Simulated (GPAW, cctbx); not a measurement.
# Bonding in SiPt5W as X-rays see it

Question: by how much does bonding change the X-ray structure factors of SiPt5W, how firmly does DFT give the change, and what does a routine refinement make of it?

The start was made by putting kin elements into a known structure type; the compound need not exist, or be stable, in this form. All numbers below are calculated.

### 1. Relax the structure

The density hangs on the geometry, so cell and atoms are relaxed first, with the symmetry held. The cutoff is set higher than for the density because stress converges slowly with plane waves.

Settings: GPAW 26.7.0, PBE, 570 eV, 5×5×3 k-points (along the axes of the calculation cell), Fermi–Dirac width 0.1 eV, BFGS to 0.03 eV/Å.

```text
cell
1.0
     3.954000000    0.000000000    0.000000000
     0.000000000    3.954000000    0.000000000
     0.000000000    0.000000000    6.866000000
Pt W Si
5 1 1
Direct
0.000000000 0.000000000 0.000000000
0.500000000 0.000000000 0.700100000
0.500000000 0.000000000 0.299900000
0.000000000 0.500000000 0.700100000
0.000000000 0.500000000 0.299900000
0.500000000 0.500000000 0.000000000
0.000000000 0.000000000 0.500000000
```

```console
$ OMP_NUM_THREADS=1 mpirun -n 4 gpaw python run.py > gpaw.log
```

```text
BFGS:    0      -51.486454        1.714237
BFGS:    1      -51.642105        1.205084
BFGS:    2      -51.826691        0.330039
BFGS:    3      -51.838605        0.268468
...
BFGS:   10      -51.845901        0.042012
BFGS:   11      -51.846359        0.035042
BFGS:   12      -51.846585        0.014544
cell  3.9675 3.9675 6.9820  90.00 90.00 90.00
volume 109.906 A^3, largest force 0.014 eV/A, largest stress 0.04 GPa
```

After 12 steps the volume has changed by +2.4 % and the energy by -0.360 eV; the largest stress left is 0.04 GPa. It took 3.6 min on 4 cores of Arm Neoverse V1 (shared host), peak memory 1.2 GiB.

Relaxed structure: P4/mmm (no. 123), a = 3.9675 Å, b = 3.9675 Å, c = 6.9820 Å, α = 90.00°, β = 90.00°, γ = 90.00°.

| atom | mult. | x | y | z |
| --- | --- | --- | --- | --- |
| Pt1 | 1 | 0 | 0 | 0 |
| Pt2 | 4 | 1/2 | 0 | 0.7148 |
| W1 | 1 | 1/2 | 1/2 | 0 |
| Si1 | 1 | 0 | 0 | 1/2 |

### 2. The all-electron density

X-rays see the whole electron density, so the PAW density is rebuilt with its core regions. Subtracting spherical free atoms from the same code cancels the cores and leaves the deformation density Δρ, the part due to bonding.

Settings: PBE, 450 eV, 6×6×4 k-points (along the axes of the calculation cell), Fermi–Dirac width 0.1 eV; primitive cell of 7 atoms.

```console
$ OMP_NUM_THREADS=1 mpirun -n 4 gpaw python run.py > gpaw.log
```

```text
|iter:   1|       0s |  -55.278836 | +0.38 |       |
|iter:   2|       2s |  -54.243665 | -1.60 | -1.11 |
|iter:   3|       4s |  -53.556963 | -0.98 | -1.18 |
...
|iter:  11|      22s |  -51.655439c| -6.33 | -4.48c|
|iter:  12|      24s |  -51.655442c| -7.09 | -4.76c|
|iter:  13|      26s |  -51.655444c| -7.70c| -5.33c|
```

```text
grid (40, 40, 70)  electrons 478.000  moved by bonding 1.957 e
deformation density beyond 0.5 A of the nuclei: max 0.142, min -0.219 e/A^3
atom        x       y       z   Voronoi charge  moment
Pt1    0.0000  0.0000  0.0000     -0.009       0.00
Pt2    0.5000  0.0000  0.7148      0.034       0.00
Pt3    0.5000  0.0000  0.2852      0.034       0.00
Pt4    0.0000  0.5000  0.7148      0.034       0.00
Pt5    0.0000  0.5000  0.2852      0.034       0.00
W 6    0.5000  0.5000  0.0000      0.066       0.00
Si7    0.0000  0.0000  0.5000     -0.194       0.00
mean inner potential of superposed free atoms 31.500 V
total magnetic moment 0.000 muB
```

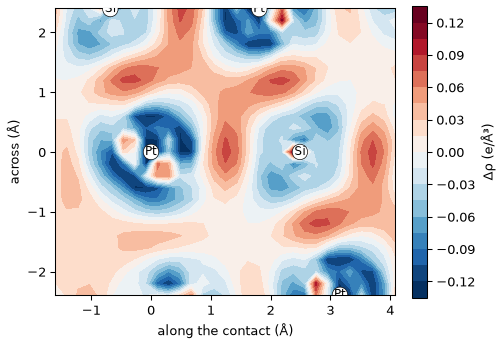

Deformation density in a plane through the shortest contact of the Pt atom at the origin; red gains electrons, blue loses them.

Si gains most (-0.19 e) and W loses most (+0.07 e), in averages over each element's sites, which isn't the order of electronegativity: valence and coordination count too, and Voronoi cells cut space at the midplane whatever the atoms' sizes. Such charges fall far short of formal ones, since overlapping free atoms already put density on their neighbours. Along the shortest contact from the Pt atom at the map's origin, Pt–Si at 2.49 Å, Δρ is +0.08 e/Å³ at the midpoint: a bond charge, the mark of covalency. At the midpoints of other shortest contacts it is +0.05 (Pt–Pt, 2.81 Å) and +0.07 (Pt–W, 2.81 Å) e/Å³. Point values carry grid noise of about 0.01 e/Å³. The run needed 13 iterations, 38 s.

### 3. Structure factors

The Fourier components of Δρ, added to those of the free atoms, give the static X-ray structure factors; the Mott–Bethe relation turns them into the Fourier components V of the potential that fast electrons feel.

```text
static structure factors of the conventional cell: F in electrons, V (Mott-Bethe) in volts
   h  k  l      d  |F| table  |F| free   |F| DFT   change   |V| free  |V| DFT  change %
   0  0  1  6.9820    68.029    67.995    68.008    0.013     3.175    3.148     -0.8
   1  0  0  3.9675    15.695    15.685    15.712    0.027     1.520    1.502     -1.2
   0  0  2  3.4910   107.763   107.607   107.355   -0.252     4.251    4.379      3.0
   1  0  1  3.4495     6.675     6.736     6.854    0.118     1.620    1.561     -3.6
   1  1  0  2.8054   129.971   129.865   129.631   -0.233     5.296    5.373      1.4
   1  0  2  2.6209    13.729    13.767    13.797    0.030     1.213    1.204     -0.7
   1  1  1  2.6032   178.876   178.725   178.304   -0.421     7.834    7.952      1.5
   0  0  3  2.3273   277.460   277.225   276.614   -0.610    11.957   12.095      1.2
   1  1  2  2.1868   364.969   364.677   363.742   -0.935    16.612   16.799      1.1
   1  0  3  2.0074     5.515     5.455     5.364   -0.091     0.764    0.779      2.0
   2  0  0  1.9837   378.534   378.147   377.154   -0.993    16.388   16.551      1.0
   2  0  1  1.9082    56.982    56.852    56.741   -0.111     1.929    1.946      0.9
   1  1  3  1.7912    39.495    39.519    39.306   -0.214     1.958    1.987      1.5
   2  1  0  1.7743    11.574    11.628    11.458   -0.170     0.837    0.859      2.7
```

The largest X-ray change is -0.99 e on 200, 0.3 % of |F|. For electrons V goes as (Z − F)/g², so a change of F counts against Z − F, which is small at low angle and wherever the atoms' terms cancel: |V| of 101 moves by -3.6 % (1.62 to 1.56 V) against +1.8 % in |F|. The tabulated Hartree–Fock atoms differ from the free DFT atoms by up to 0.39 e, so the choice of reference atom matters too.

### 4. How cheap can the run be?

Cutoff and k-mesh: one is changed at a time, to find what the result needs.

| run | ΔF 200 (e) | ΔF 112 (e) | ΔF 003 (e) | q(Si) (e) | moved (e) | time |
| --- | --- | --- | --- | --- | --- | --- |
| 450 eV 6×6×4 | -0.993 | -0.935 | -0.610 | -0.194 | 1.957 | 38 s |
| 250 eV 6×6×4 | -1.039 | -0.987 | -0.669 | -0.203 | 2.191 | 20 s |
| 350 eV 6×6×4 | -1.001 | -0.944 | -0.615 | -0.194 | 1.934 | 31 s |
| 750 eV 6×6×4 | -0.993 | -0.934 | -0.614 | -0.200 | 1.953 | 89 s |
| 450 eV 2×2×1 | -1.041 | -0.964 | -0.578 | -0.224 | 2.035 | 11 s |
| 450 eV 3×3×2 | -0.990 | -0.932 | -0.594 | -0.198 | 1.937 | 15 s |

Within 0.02 e of the base on all three: 450 eV 3×3×2, 350 eV 6×6×4 and 750 eV 6×6×4. The largest error, 0.059 e, comes with 250 eV 6×6×4. The moved charge is off by up to 12 % among these runs. Times are from shared hosts.

### 5. Refining ordinary atoms against data with bonding

Routine crystallography fits spherical atoms. To see the bias, intensities are simulated from tabulated atoms plus the DFT change ΔF, so that bonding alone can misfit (5062 reflections of the full sphere, merged to the counts below, to 0.45 Å, 1.5 % proportional noise plus counting noise, assumed isotropic U as listed, Δρ smeared by the mean U) and refined with cctbx over different ranges.

```csv
range,data,R1,GooF,U Pt1 (true 0.004),U Pt2 (true 0.004),U W1 (true 0.0041),U Si1 (true 0.0075),largest shift (Å),"Δρ max, min (e/Å³)"
all data,432,0.0046,0.95,0.0040,0.0040,0.0041,0.0078,0.0001,"1.20, -1.24"
"low resolution, d > 0.84",85,0.0044,1.00,0.0038,0.0039,0.0040,0.0078,0.0000,"0.33, -0.52"
"high order, d < 0.75",320,0.0046,0.89,0.0040,0.0040,0.0041,0.0077,0.0001,"0.86, -1.06"
"occupancies free, d > 0.7",133,0.0047,1.12,0.0040,0.0040,0.0041,0.0075,0.0001,"0.79, -0.83"
```

With all data GooF is 0.95, so at this noise the bonding hardly shows; the top residual peak lies 1.49 Å from Si and 1.98 Å from Pt. No U is off by more than 3 s.u. at low resolution. With Pt1 held at 1 and the scale free, the other occupancies refine to Pt2 0.998(0.002), W1 0.998(0.002) and Si1 0.991(0.011), within three s.u. of full.

### 6. Answer

Bonding moves 1.96 e in the primitive cell of SiPt5W and changes the structure factors of the conventional cell in the table above by at most 0.99 e (200, 0.3 %), and among reflections above 2 % of the strongest by up to 1.5 % (210). The shortest bond, Pt–Si, has Δρ = +0.08 e/Å³ at its midpoint, a covalent bond charge. Within 0.02 e of the base on all three: 450 eV 3×3×2, 350 eV 6×6×4 and 750 eV 6×6×4. The largest error, 0.059 e, comes with 250 eV 6×6×4. The moved charge is off by up to 12 % among these runs. With all data GooF is 0.95, so at this noise the bonding hardly shows. Limits: static density, frozen cores, no spin–orbit coupling.

[Outputs are excerpts: Python notices, other lines and further rows are left out; steps that failed or that the build refused (PBEsol, TPSS) are not shown.]

[Logs are printed without paths, hosts, clocks, repeated set-up lines and the standing remarks that a program may print on its own settings, such as how far it seeks lower states.]
